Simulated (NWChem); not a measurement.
# CH4GeS (SMILES S=[CH][GeH3]): levels of theory compared

We compute a comparison of 5 runs (HF/STO-3G, HF/pcseg-1, B3LYP/6-31G*, PBE0/def2-SVP, PBE/def2-TZVP) of CH4GeS. 

Program for the calculation: NWChem 7.3.0.

### 1 The system as given

CH4GeS: 7 atoms, total charge 0, spin state singlet. SMILES: `S=[CH][GeH3]`. The coordinates come from a PBE0-D4/def2-TZVP relaxation.

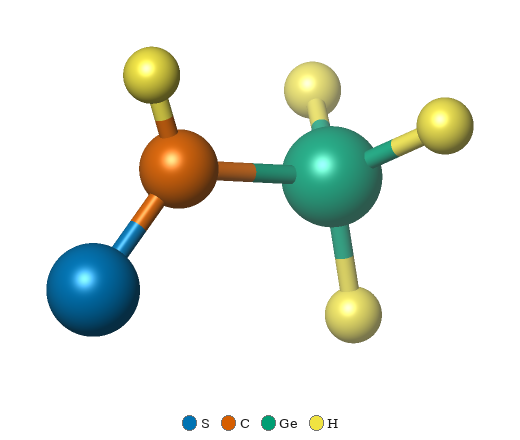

The structure, seen from a chosen angle (sulfur blue, carbon orange, germanium teal, hydrogen yellow).

### 2 Energy and gradient at HF/STO-3G (run 1)

ch4ges.nw

```
start ch4ges
title "CH4GeS"
memory stack 880 mb heap 220 mb global 1100 mb

geometry units angstrom noautosym nocenter noautoz
 S        0.113400      -2.333900       0.621500
 C       -0.561700      -0.986600       0.064700
 Ge       0.366400       0.736100      -0.085300
 H       -1.607200      -1.010200      -0.257200
 H        0.334100       1.187100      -1.556200
 H       -0.388400       1.778000       0.758900
 H        1.804600       0.561500       0.408000
end

basis spherical bse
 * library STO-3G
end

scf
 thresh 1e-08
 maxiter 80
end

task scf gradient
```

Launch:

```sh
$ nwchem ch4ges.nw > ch4ges.out
```

The program printed:

```text
[...]
  functions       =    36
[...]
  wavefunction    = RHF
[...]
         Total SCF energy =  -2484.611716294619
      One-electron energy =  -3933.022132510981
      Two-electron energy =   1222.246455745901
 Nuclear repulsion energy =    226.163960470461
        Time for solution =      2.9s
[...]
                         RHF ENERGY GRADIENTS
    atom               coordinates                        gradient
                 x          y          z           x          y          z
   1 S       0.214295  -4.410431   1.174465    0.012650  -0.017683   0.008497
   2 C      -1.061459  -1.864404   0.122265   -0.023726   0.006171  -0.009025
   3 Ge      0.692396   1.391027  -0.161194    0.001442  -0.016293   0.004636
   4 H      -3.037168  -1.909001  -0.486038   -0.002084  -0.002900   0.000088
   5 H       0.631357   2.243294  -2.940792   -0.002791   0.010781  -0.037972
   6 H      -0.733970   3.359933   1.434113   -0.021234   0.025865   0.021115
   7 H       3.410200   1.061081   0.771008    0.035743  -0.005942   0.012662
[...]
```

It took 4.5 s on 1 thread of Intel Xeon 6975P-C (Granite Rapids), shared host; peak memory 0.099 GiB.

### 3 Energy and gradient at HF/pcseg-1 (run 2)

a.nw

```
start a
title "CH4GeS"
memory total 2200 mb
geometry units angstroms noautosym nocenter noautoz
S        0.113400      -2.333900       0.621500
C       -0.561700      -0.986600       0.064700
Ge       0.366400       0.736100      -0.085300
H       -1.607200      -1.010200      -0.257200
H        0.334100       1.187100      -1.556200
H       -0.388400       1.778000       0.758900
H        1.804600       0.561500       0.408000
end
basis spherical bse
S library pcseg-1
C library pcseg-1
Ge library pcseg-1
H library pcseg-1
end
scf
thresh 1e-08
maxiter 80
end
task scf gradient
```

Launch:

```sh
$ nwchem a.nw > a.out
```

The program printed:

```text
[...]
  functions       =    79
[...]
  wavefunction    = RHF
[...]
         Total SCF energy =  -2512.728827936783
      One-electron energy =  -3948.572711862586
      Two-electron energy =   1209.679923455343
 Nuclear repulsion energy =    226.163960470461
        Time for solution =     19.8s
[...]
                         RHF ENERGY GRADIENTS
    atom               coordinates                        gradient
                 x          y          z           x          y          z
   1 S       0.214295  -4.410431   1.174465    0.002017   0.000058   0.000619
   2 C      -1.061459  -1.864404   0.122265    0.006922   0.004009   0.001143
   3 Ge      0.692396   1.391027  -0.161194   -0.004423  -0.008560   0.000816
   4 H      -3.037168  -1.909001  -0.486038   -0.006119   0.001374  -0.002274
   5 H       0.631357   2.243294  -2.940792   -0.000009   0.001376  -0.002699
   6 H      -0.733970   3.359933   1.434113   -0.001269   0.002407   0.001333
   7 H       3.410200   1.061081   0.771008    0.002881  -0.000663   0.001062
[...]
```

Wall time 27 s (1 thread of Intel Xeon 6975P-C (Granite Rapids), shared host); peak memory 0.1 GiB.

Runs 3 to 4 aren't shown in full; the table further down has their settings and results.

### 4 Energy and forces at PBE/def2-TZVP (run 5)

a.nw

```
start a
memory total 2200 mb
charge 0
geometry noautosym nocenter noautoz
  S      0.113400    -2.333900     0.621500
  C     -0.561700    -0.986600     0.064700
  Ge     0.366400     0.736100    -0.085300
  H     -1.607200    -1.010200    -0.257200
  H      0.334100     1.187100    -1.556200
  H     -0.388400     1.778000     0.758900
  H      1.804600     0.561500     0.408000
end
basis spherical bse
  * library def2-TZVP
end
dft
  xc xpbe96 cpbe96
  mult 1
  grid fine
  convergence energy 1e-08
  maxiter 100
  mulliken
end
task dft gradient
```

Launch:

```sh
$ nwchem a.nw > a.out
```

The program printed:

```text
[...]
          Wavefunction type:  closed shell.
          No. of atoms     :     7
          No. of electrons :    58
[...]
          Charge           :     0
          Spin multiplicity:     1
[...]
          AO basis - number of functions:   140
[...]
              XC Information
              --------------
          PerdewBurkeErnzerhof Exchange Functional  1.000
            Perdew 1991 LDA Correlation Functional  1.000 local
           PerdewBurkeErnz. Correlation Functional  1.000 non-local
[...]
 d= 0,ls=0.0,diis     1  -2515.0761054550 -2.74D+03  7.40D-03  1.34D+00     6.8
[...]
 d= 0,ls=0.0,diis    11  -2515.1423908406 -1.94D-09  2.07D-07  1.23D-09    53.6
         Total DFT energy =    -2515.142390840603
      One electron energy =    -3948.753769434399
           Coulomb energy =     1318.474155307063
    Exchange-Corr. energy =     -111.026737183727
 Nuclear repulsion energy =      226.163960470461
[...]
  wavefunction    = closed shell
                         DFT ENERGY GRADIENTS
    atom               coordinates                        gradient
                 x          y          z           x          y          z
   1 S       0.214295  -4.410431   1.174465   -0.004971   0.010618  -0.004277
   2 C      -1.061459  -1.864404   0.122265    0.001569  -0.005492   0.001895
   3 Ge      0.692396   1.391027  -0.161194   -0.000023  -0.000586   0.000157
   4 H      -3.037168  -1.909001  -0.486038    0.004977  -0.000635   0.001722
   5 H       0.631357   2.243294  -2.940792    0.000047  -0.001439   0.003337
   6 H      -0.733970   3.359933   1.434113    0.001633  -0.002734  -0.001751
   7 H       3.410200   1.061081   0.771008   -0.003232   0.000267  -0.001084
[...]
```

Run time: 83 s. Hardware: 1 thread of Intel Xeon 6975P-C (Granite Rapids), shared host; peak memory 0.13 GiB.

### 5 The series

```tsv
run	level	Cartesian functions	iteration cap	energy (Eh)	dipole moment (D)	HOMO energy (eV)	LUMO energy (eV)	wall time
1	HF/STO-3G	no	80	-2484.611716	1.14	-5.89	5.86	4.5 s
2	HF/pcseg-1	no	80	-2512.728828	2.10	-9.22	0.97	27 s
3	B3LYP/6-31G* (Cartesian functions)	yes	100	-2515.423039	1.75	-6.07	-2.64	31 s
4	PBE0/def2-SVP	no	100	-2514.789775	1.54	–	–	29 s
5	PBE/def2-TZVP	no	100	-2515.142391	1.51	-5.24	-3.60	83 s
```

### 6 Results

| quantity | value |
| --- | --- |
| run 5: total energy | -2515.14239 Eh |
| run 5: dipole moment | 1.51 D |
| run 5: HOMO energy | -5.24 eV |
| run 5: LUMO energy | -3.60 eV |
| run 5: HOMO–LUMO gap | 1.64 eV |
| run 5: largest force on an atom | 0.642 eV/Å |

The dipole moment (its size) runs from 1.14 D (HF/STO-3G) to 2.10 D (HF/pcseg-1). Over runs 1, 2, 3, 5 the HOMO–LUMO gap runs from 1.64 eV (PBE/def2-TZVP) to 11.75 eV (HF/STO-3G). The two ends differ in method and basis. Totals of different functionals can't be ranked against each other. In run 1 the basis is minimal, so the values are rough. All runs together took 2.9 min, the longest 83 s.
